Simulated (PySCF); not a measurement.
# C₅H₁₀ClFSi₂: what the fields show

Input

```
{"job": {"kind": "nmr", "xc": "PBE0", "basis": "pcSseg-1"}, "charge": 0, "multiplicity": 1}
C     -4.033951    -0.070034     0.022202
C     -2.941848    -0.278758    -0.689641
C     -1.612989    -0.629197    -0.109776
Si    -0.401813     0.847846    -0.192910
Cl    -0.084814     1.379573    -2.117385
C      1.271469     0.311871     0.530384
F      1.179669    -0.022300     1.852275
C      2.455093     0.226472    -0.063879
Si     4.069485    -0.325252     0.741193
H     -4.972902     0.190222    -0.434620
H     -4.034386    -0.161058     1.096313
H     -2.965009    -0.177618    -1.766762
H     -1.189462    -1.473142    -0.659998
H     -1.732723    -0.938890     0.928793
H     -0.915273     2.001824     0.543861
H      2.475038     0.502574    -1.108181
H      3.889513    -0.514313     2.176415
H      4.474276    -1.581168     0.101250
H      5.060821     0.720597     0.472617
```

Command:

```sh
OMP_NUM_THREADS=1 python probes_run.py task.json out
```

Geometry: GFN2-xTB.

Level of theory: PySCF 2.14.0, PBE0/pcSseg-1, SCF density, gas phase, non-relativistic.

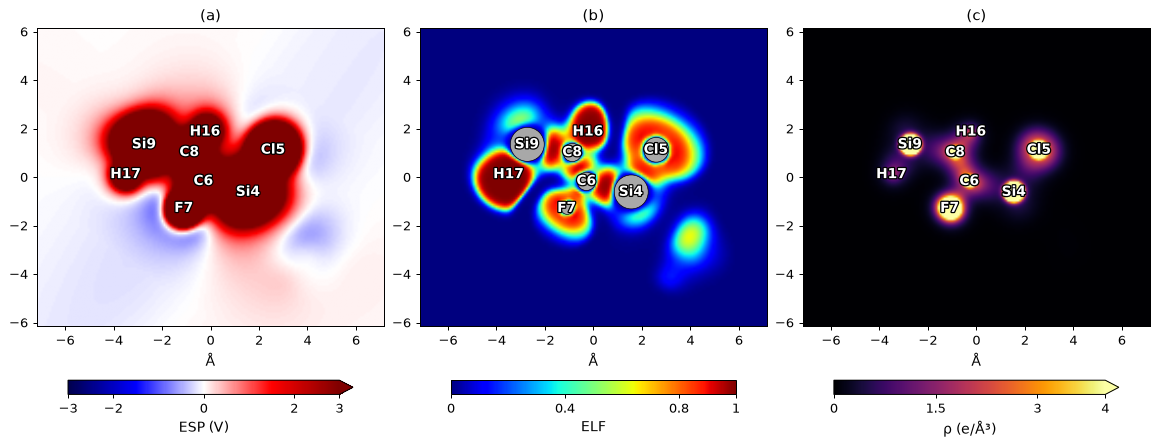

Figure 1. (a) molecular electrostatic potential; (b) electron localisation function; (c) electron density on the plane of atoms Si4, C6 and C8. Grey discs cover the atomic cores in the ELF map.

> What do the fields say about this system?

The section cuts through Si, Cl, C, F and H sites.
C–C (1.33 Å): the density is about 2.3 e/Å³ at the midpoint; the ELF peaks at about 0.90 between the atoms (a short, multiple covalent bond).
C–F (1.37 Å): the density is about 2.1 e/Å³ at the midpoint, with its minimum of 1.7 e/Å³ about 0.5 Å from C; the ELF peaks at about 0.85 between the atoms (a polar covalent bond).
C–Si (1.89 Å): ρ at the midpoint is about 0.91 e/Å³; the ELF peaks at about 0.95 between the atoms: a covalent bond.
Si–Cl (2.02 Å): the density is about 0.96 e/Å³ at the midpoint; the ELF peaks at about 0.90 between the atoms (a shared but strongly polarised pair).
C–H (1.08 Å): the density is about 2 e/Å³ at the midpoint; the ELF climbs to about 1 towards the hydrogen, as it does in any bond to H: an ordinary covalent bond to hydrogen.
The ELF also peaks beside Cl5, away from the bonds: lone-pair regions.
Outside the dense part of the molecule the potential is most negative (−0.8 V) near F7.

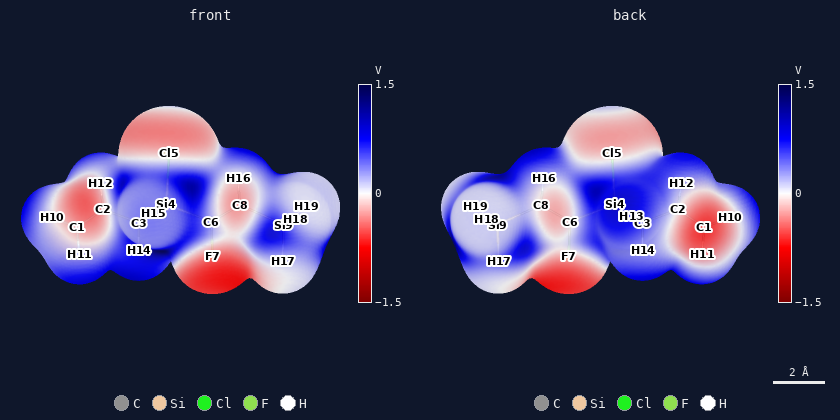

Figure 2. The molecular electrostatic potential painted on the density surface at 0.002 e/bohr³, seen from the front and from behind; the colour scale runs from red (negative) to blue (positive).

> Where is the surface potential most negative and most positive?

The most negative region (about −0.7 V) lies over F7, the most positive (about +1.2 V) over Si4 and Si9.
